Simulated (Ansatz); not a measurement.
## Run report: CH5AlO, molecular dynamics (part 5 of 5)

CH5AlO; RKS PBE/cc-pVDZ (Ansatz 0.2.0). It belongs to a series of runs on one base structure; here: dynamics from the highest image of the converged band.

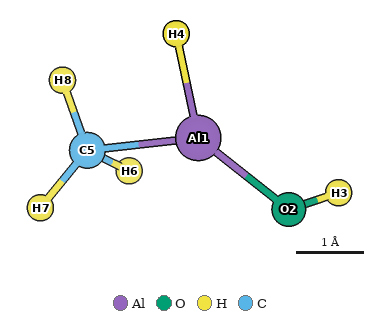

Fig. 1: The geometry at step 178 of the log (ball-and-stick view, seen at a tilt; atoms are numbered from 1 in the order of the input).

### Trajectory as extended XYZ, continued
```
8
Properties=species:S:1:pos:R:3:forces:R:3 step=153 time_fs=76.5 energy=-9754.23751 temperature=1138.1
Al    0.3899    0.1312   -0.4328    0.9162  -2.1311  -2.5135
O     0.6688    0.2234    1.2076   -0.0102   0.4089   1.6729
H     0.4826   -0.0808    2.1018   -0.2948   0.1963   0.0841
H     2.0963   -0.6846   -0.7261   -1.7190   1.0578  -0.4453
C    -1.6120   -0.1109   -1.1261    0.5987   0.8268   1.2116
H    -1.6196   -0.5677   -0.0846   -1.0080   0.1542  -0.3382
H    -2.1098    0.9063   -1.0664    0.3163  -0.5830   0.2765
H    -2.2832   -0.7233   -1.7944    1.2008   0.0700   0.0519
8
Properties=species:S:1:pos:R:3:forces:R:3 step=156 time_fs=78.0 energy=-9754.41984 temperature=1372.5
Al    0.3934    0.1287   -0.4296    0.5930  -2.1422  -2.5893
O     0.6654    0.2321    1.2136   -0.1165   0.2112   2.2104
H     0.5247   -0.1415    2.1049   -0.1435   0.4343  -0.5659
H     1.9742   -0.7026   -0.8187   -1.4015   1.0161  -0.3105
C    -1.6135   -0.1023   -1.1333    0.9304   0.1082   1.0531
H    -1.5859   -0.5834   -0.1077   -1.0667   0.2335  -0.0731
H    -2.1153    0.8930   -1.0716    0.0024  -0.2842   0.2798
H    -2.2511   -0.7883   -1.7713    1.2024   0.4230  -0.0045
8
Properties=species:S:1:pos:R:3:forces:R:3 step=158 time_fs=79.0 energy=-9754.56408 temperature=1557.9
Al    0.3960    0.1261   -0.4286    0.2105  -2.0533  -2.5039
O     0.6630    0.2380    1.2192   -0.1258   0.1322   2.2478
H     0.5509   -0.1772    2.1011   -0.1016   0.5286  -0.7571
H     1.8757   -0.7024   -0.8844   -1.0328   0.8976  -0.2580
C    -1.6137   -0.0963   -1.1370    1.2954  -0.3582   1.0001
H    -1.5761   -0.5913   -0.1243   -1.0492   0.2460   0.1643
H    -2.1185    0.8803   -1.0717   -0.2766   0.0396   0.2596
H    -2.2153   -0.8271   -1.7559    1.0802   0.5674  -0.1528
8
Properties=species:S:1:pos:R:3:forces:R:3 step=160 time_fs=80.0 energy=-9754.69638 temperature=1727.8
Al    0.3987    0.1227   -0.4285   -0.3511  -1.8399  -2.2681
O     0.6606    0.2441    1.2261   -0.0966   0.1772   1.9167
H     0.5760   -0.2078    2.0903   -0.0938   0.4826  -0.6467
H     1.7673   -0.6937   -0.9526   -0.4953   0.6678  -0.2748
C    -1.6128   -0.0907   -1.1399    1.6908  -0.6730   1.0194
H    -1.5764   -0.5967   -0.1393   -0.9951   0.2368   0.4089
H    -2.1243    0.8679   -1.0693   -0.5395   0.3268   0.2132
H    -2.1693   -0.8605   -1.7419    0.8806   0.6217  -0.3685
8
Properties=species:S:1:pos:R:3:forces:R:3 step=162 time_fs=81.0 energy=-9754.78577 temperature=1842.6
Al    0.4012    0.1187   -0.4293   -1.0899  -1.4768  -1.8505
O     0.6581    0.2502    1.2342   -0.0536   0.3623   1.2752
H     0.6003   -0.2340    2.0735   -0.0914   0.2763  -0.2818
H     1.6543   -0.6786   -1.0234    0.2089   0.3080  -0.4043
C    -1.6105   -0.0855   -1.1420    2.0028  -0.7247   1.1395
H    -1.5861   -0.6000   -0.1505   -0.9182   0.2227   0.6061
H    -2.1352    0.8586   -1.0649   -0.7013   0.4352   0.1301
H    -2.1148   -0.8880   -1.7315    0.6426   0.5969  -0.6143
8
Properties=species:S:1:pos:R:3:forces:R:3 step=164 time_fs=82.0 energy=-9754.81546 temperature=1881.4
Al    0.4033    0.1141   -0.4306   -1.9109  -0.9969  -1.2579
O     0.6555    0.2566    1.2431   -0.0210   0.6272   0.5132
H     0.6237   -0.2575    2.0540   -0.0677  -0.0296   0.1703
H     1.5434   -0.6607   -1.0983    0.9884  -0.1456  -0.6639
C    -1.6067   -0.0810   -1.1432    2.1262  -0.5057   1.3746
H    -1.6047   -0.6010   -0.1559   -0.8308   0.2224   0.6954
H    -2.1528    0.8533   -1.0593   -0.7005   0.2928   0.0038
H    -2.0542   -0.9098   -1.7270    0.4163   0.5352  -0.8354
8
Properties=species:S:1:pos:R:3:forces:R:3 step=167 time_fs=83.5 energy=-9754.81130 temperature=1878.1
Al    0.4052    0.1067   -0.4335   -2.8209  -0.3551  -0.3036
O     0.6517    0.2669    1.2568   -0.0072   0.8427  -0.2550
H     0.6578   -0.2941    2.0286    0.0179  -0.3328   0.4726
H     1.3966   -0.6377   -1.2234    1.8413  -0.7072  -1.1004
C    -1.5977   -0.0748   -1.1428    1.8789   0.0092   1.8763
H    -1.6471   -0.5986   -0.1518   -0.6843   0.2637   0.5419
H    -2.1911    0.8494   -1.0513   -0.4144  -0.2381  -0.2481
H    -1.9563   -0.9330   -1.7356    0.1887   0.5177  -0.9836
8
Properties=species:S:1:pos:R:3:forces:R:3 step=169 time_fs=84.5 energy=-9754.85447 temperature=1933.7
Al    0.4052    0.1016   -0.4356   -2.9192  -0.2210   0.0500
O     0.6491    0.2744    1.2659    0.0054   0.6748  -0.2982
H     0.6806   -0.3220    2.0169    0.0713  -0.2318   0.2369
H     1.3195   -0.6300   -1.3193    1.9187  -0.7641  -1.1313
C    -1.5899   -0.0707   -1.1407    1.4921   0.2066   2.2002
H    -1.6838   -0.5938   -0.1424   -0.5619   0.2996   0.2634
H    -2.2220    0.8447   -1.0486   -0.1280  -0.5909  -0.4246
H    -1.8884   -0.9422   -1.7528    0.1216   0.6269  -0.8964
8
Properties=species:S:1:pos:R:3:forces:R:3 step=171 time_fs=85.5 energy=-9754.94191 temperature=2045.1
Al    0.4042    0.0963   -0.4376   -2.6336  -0.3504   0.0178
O     0.6466    0.2822    1.2748    0.0445   0.3009  -0.1089
H     0.7040   -0.3521    2.0074    0.0892   0.0719  -0.1970
H     1.2606   -0.6294   -1.4258    1.6328  -0.5379  -0.8029
C    -1.5808   -0.0665   -1.1369    1.0352   0.1928   2.4188
H    -1.7258   -0.5863   -0.1305   -0.4071   0.3103  -0.0859
H    -2.2541    0.8345   -1.0500    0.1517  -0.8075  -0.5793
H    -1.8194   -0.9453   -1.7786    0.0873   0.8199  -0.6626
8
Properties=species:S:1:pos:R:3:forces:R:3 step=173 time_fs=86.5 energy=-9755.02232 temperature=2147.8
Al    0.4023    0.0910   -0.4397   -2.1776  -0.5914  -0.2926
O     0.6440    0.2903    1.2836    0.1040  -0.1107   0.0638
H     0.7283   -0.3814    1.9959    0.0738   0.4081  -0.5849
H     1.2172   -0.6339   -1.5399    1.1977  -0.1763  -0.2153
C    -1.5709   -0.0621   -1.1311    0.6009   0.0127   2.4812
H    -1.7717   -0.5757   -0.1194   -0.2206   0.2711  -0.4253
H    -2.2848    0.8166   -1.0569    0.3758  -0.8425  -0.6961
H    -1.7495   -0.9406   -1.8106    0.0459   1.0289  -0.3308
8
Properties=species:S:1:pos:R:3:forces:R:3 step=176 time_fs=88.0 energy=-9755.04855 temperature=2181.6
Al    0.3979    0.0825   -0.4430   -1.5448  -0.8343  -0.8260
O     0.6404    0.3022    1.2968    0.1777  -0.4933  -0.0347
H     0.7660   -0.4175    1.9679    0.0441   0.6605  -0.7718
H     1.1725   -0.6428   -1.7128    0.6338   0.3001   0.7242
C    -1.5552   -0.0556   -1.1187    0.1259  -0.3670   2.2661
H    -1.8439   -0.5554   -0.1112    0.0849   0.0958  -0.7728
H    -2.3237    0.7753   -1.0799    0.5517  -0.5686  -0.7903
H    -1.6442   -0.9147   -1.8634   -0.0734   1.2068   0.2052
8
Properties=species:S:1:pos:R:3:forces:R:3 step=178 time_fs=89.0 energy=-9755.00241 temperature=2122.4
Al    0.3943    0.0765   -0.4456   -1.2316  -0.8366  -1.0377
O     0.6381    0.3098    1.3057    0.1812  -0.5083  -0.3659
H     0.7917   -0.4340    1.9402    0.0601   0.5748  -0.6115
H     1.1510   -0.6458   -1.8207    0.3915   0.4920   1.2097
C    -1.5446   -0.0516   -1.1081   -0.0442  -0.5668   1.9519
H    -1.8914   -0.5405   -0.1144    0.2700  -0.0934  -0.8444
H    -2.3433    0.7406   -1.1046    0.5579  -0.2265  -0.8041
H    -1.5746   -0.8833   -1.8970   -0.1849   1.1648   0.5020
8
Properties=species:S:1:pos:R:3:forces:R:3 step=180 time_fs=90.0 energy=-9754.92079 temperature=2017.5
Al    0.3903    0.0702   -0.4486   -0.9859  -0.7281  -1.1053
O     0.6359    0.3171    1.3143    0.1362  -0.3585  -0.8256
H     0.8180   -0.4451    1.9068    0.1218   0.3153  -0.3057
H     1.1333   -0.6442   -1.9171    0.2382   0.5937   1.5530
C    -1.5340   -0.0481   -1.0960   -0.1267  -0.6419   1.5484
H    -1.9364   -0.5265   -0.1257    0.4088  -0.3237  -0.7817
H    -2.3576    0.7037   -1.1369    0.5083   0.1642  -0.7852
H    -1.5069   -0.8407   -1.9257   -0.3007   0.9791   0.7021
8
Properties=species:S:1:pos:R:3:forces:R:3 step=182 time_fs=91.0 energy=-9754.81643 temperature=1883.3
Al    0.3859    0.0637   -0.4519   -0.7779  -0.5458  -1.0575
O     0.6337    0.3242    1.3224    0.0614  -0.1595  -1.2813
H     0.8455   -0.4532    1.8704    0.2145   0.0018   0.0164
H     1.1180   -0.6369   -1.9988    0.1459   0.6328   1.7784
C    -1.5235   -0.0450   -1.0827   -0.1910  -0.5405   1.0995
H    -1.9775   -0.5156   -0.1444    0.4806  -0.5719  -0.6086
H    -2.3671    0.6683   -1.1768    0.4657   0.5171  -0.7299
H    -1.4420   -0.7889   -1.9479   -0.3991   0.6661   0.7830
8
Properties=species:S:1:pos:R:3:forces:R:3 step=184 time_fs=92.0 energy=-9754.70409 temperature=1738.8
Al    0.3812    0.0569   -0.4556   -0.5839  -0.3242  -0.9301
O     0.6316    0.3312    1.3297    0.0092  -0.0887  -1.5966
H     0.8750   -0.4612    1.8341    0.2883  -0.1832   0.2201
H     1.1040   -0.6235   -2.0634    0.0932   0.6332   1.9178
C    -1.5131   -0.0424   -1.0684   -0.3219  -0.2504   0.6416
H    -2.0141   -0.5102   -0.1689    0.4794  -0.8067  -0.3752
H    -2.3720    0.6379   -1.2236    0.4986   0.7568  -0.6190
H    -1.3809   -0.7308   -1.9626   -0.4630   0.2631   0.7414
8
Properties=species:S:1:pos:R:3:forces:R:3 step=187 time_fs=93.5 energy=-9754.55045 temperature=1540.9
Al    0.3738    0.0466   -0.4618   -0.2910   0.0278  -0.6446
O     0.6285    0.3415    1.3389    0.0958  -0.4670  -1.7159
H     0.9244   -0.4761    1.7836    0.2424   0.0342   0.2076
H     1.0847   -0.5923   -2.1258    0.0628   0.5939   2.0177
C    -1.4982   -0.0387   -1.0462   -0.7526   0.3956  -0.0032
H    -2.0605   -0.5171   -0.2116    0.3909  -1.0475  -0.0714
H    -2.3699    0.6060   -1.3042    0.7334   0.8499  -0.2969
H    -1.2976   -0.6402   -1.9718   -0.4817  -0.3870   0.5067
8
Properties=species:S:1:pos:R:3:forces:R:3 step=189 time_fs=94.5 energy=-9754.46913 temperature=1436.2
Al    0.3687    0.0397   -0.4662   -0.0912   0.2545  -0.4092
O     0.6265    0.3481    1.3437    0.2659  -0.9419  -1.6757
H     0.9603   -0.4860    1.7525    0.1039   0.4121   0.0962
H     1.0726   -0.5642   -2.1434    0.0689   0.5516   2.0289
C    -1.4889   -0.0359   -1.0313   -1.1754   0.7807  -0.3779
H    -2.0866   -0.5338   -0.2414    0.3466  -1.0748  -0.0008
H    -2.3601    0.5947   -1.3620    0.9394   0.7790   0.0208
H    -1.2478   -0.5835   -1.9716   -0.4581  -0.7613   0.3179
8
Properties=species:S:1:pos:R:3:forces:R:3 step=191 time_fs=95.5 energy=-9754.41479 temperature=1366.4
Al    0.3636    0.0329   -0.4707    0.1030   0.4682  -0.1401
O     0.6247    0.3541    1.3476    0.4588  -1.3877  -1.6653
H     0.9972   -0.4919    1.7223   -0.0550   0.7698   0.0231
H     1.0612   -0.5309   -2.1416    0.0985   0.4977   1.9943
C    -1.4806   -0.0325   -1.0167   -1.6319   0.9865  -0.7066
H    -2.1094   -0.5608   -0.2713    0.3696  -0.9648  -0.0643
H    -2.3414    0.5910   -1.4196    1.0893   0.6650   0.3779
H    -1.2024   -0.5341   -1.9683   -0.4323  -1.0347   0.1812
8
Properties=species:S:1:pos:R:3:forces:R:3 step=193 time_fs=96.5 energy=-9754.39933 temperature=1346.5
Al    0.3586    0.0263   -0.4753    0.2751   0.6710   0.1721
O     0.6231    0.3593    1.3504    0.6040  -1.6642  -1.7361
H     1.0335   -0.4906    1.6924   -0.1649   0.9674   0.0389
H     1.0508   -0.4929   -2.1207    0.1592   0.4284   1.8986
C    -1.4736   -0.0284   -1.0027   -2.0367   0.9589  -1.0067
H    -2.1286   -0.5969   -0.3019    0.4665  -0.7223  -0.2211
H    -2.3122    0.5935   -1.4735    1.1230   0.5532   0.7174
H    -1.1611   -0.4945   -1.9632   -0.4261  -1.1924   0.1369
8
Properties=species:S:1:pos:R:3:forces:R:3 step=196 time_fs=98.0 energy=-9754.45317 temperature=1415.3
Al    0.3512    0.0168   -0.4821    0.4370   0.9694   0.7792
O     0.6214    0.3652    1.3526    0.6274  -1.6537  -1.9850
H     1.0852   -0.4714    1.6486   -0.1353   0.8573   0.2223
H     1.0383   -0.4284   -2.0560    0.3382   0.2807   1.5713
C    -1.4662   -0.0207   -0.9833   -2.3707   0.5234  -1.4240
H    -2.1485   -0.6630   -0.3523    0.6600  -0.1932  -0.4663
H    -2.2488    0.6071   -1.5408    0.9115   0.4518   1.0797
H    -1.1069   -0.4566   -1.9529   -0.4681  -1.2359   0.2226
8
Properties=species:S:1:pos:R:3:forces:R:3 step=198 time_fs=99.0 energy=-9754.51516 temperature=1494.5
Al    0.3464    0.0109   -0.4863    0.4337   1.1767   1.3426
O     0.6208    0.3679    1.3526    0.4926  -1.4060  -2.1956
H     1.1180   -0.4482    1.6218    0.0318   0.5593   0.4033
H     1.0338   -0.3819   -1.9936    0.5468   0.1425   1.1629
C    -1.4636   -0.0151   -0.9717   -2.3356   0.0533  -1.6551
H    -2.1542   -0.7101   -0.3911    0.7355   0.1890  -0.5434
H    -2.1954    0.6217   -1.5732    0.6122   0.4509   1.1698
H    -1.0764   -0.4461   -1.9435   -0.5171  -1.1657   0.3156
8
Properties=species:S:1:pos:R:3:forces:R:3 step=200 time_fs=100.0 energy=-9754.56047 temperature=1552.2
Al    0.3418    0.0055   -0.4900    0.3000   1.3934   2.0892
O     0.6204    0.3697    1.3513    0.2824  -1.0912  -2.3812
H     1.1511   -0.4197    1.5988    0.2678   0.2107   0.5724
H     1.0347   -0.3340   -1.9202    0.8566  -0.0284   0.5501
C    -1.4629   -0.0094   -0.9615   -2.0866  -0.4859  -1.8154
H    -2.1530   -0.7554   -0.4350    0.7142   0.5314  -0.5165
H    -2.1361    0.6407   -1.5945    0.2297   0.5063   1.1224
H    -1.0508   -0.4466   -1.9311   -0.5642  -1.0364   0.3790
```

The run was set up as follows.

### Input
```yaml
crystal:
  periodic: [false, false, false]
  atoms:
    - { symbol: Al, position_ang: [0.357973, 0.049309, -0.584998] }
    - { symbol: O, position_ang: [0.742534, 0.222306, 1.302265] }
    - { symbol: H, position_ang: [0.383799, -0.321628, 2.04641] }
    - { symbol: H, position_ang: [1.686219, -0.289379, 0.47797] }
    - { symbol: C, position_ang: [-1.598249, 0.026735, -0.989436] }
    - { symbol: H, position_ang: [-2.018613, -0.96902, -0.718778] }
    - { symbol: H, position_ang: [-2.125672, 0.789455, -0.374535] }
    - { symbol: H, position_ang: [-1.837591, 0.210822, -2.057199] }
basis:
  gaussian: { orbitals: cc-pVDZ }
hamiltonian:
  xc: pbe
md:
  timestep: 0.5
  n_steps: 200
  ensemble: nve
  temperature: 100.0
  initial_velocities: maxwell_boltzmann
  seed: 2992
```

Command:
```bash
ansatz run input.yaml --threads 1 --pin off --max-ram 2048MiB --backend cpu --events-out ev --progress --plain --runs-dir out
```

### Results in brief

```json
{"quantity": "outcome", "value": "finished"}
{"quantity": "mean temperature over the second half", "value": "1741 K"}
{"quantity": "trajectory", "value": "200 steps, 100 fs"}
{"quantity": "ensemble", "value": "nve"}
{"quantity": "temperature in the input", "value": "100.0 K"}
{"quantity": "time step", "value": "0.5 fs"}
{"quantity": "potential energy (last step)", "value": "−9754.5605 eV"}
{"quantity": "mean-field energy (last step)", "value": "−9754.5605 eV"}
{"quantity": "largest force (length of the vector) (last step)", "value": "2.808 eV/Å"}
{"quantity": "hardware", "value": "1 thread of Arm Neoverse V2, 24 GiB of memory available, shared host"}
{"quantity": "wall time", "value": "4.6 min"}
{"quantity": "peak memory", "value": "0.12 GiB"}
```

### Notes

So short a trajectory is not equilibrated.
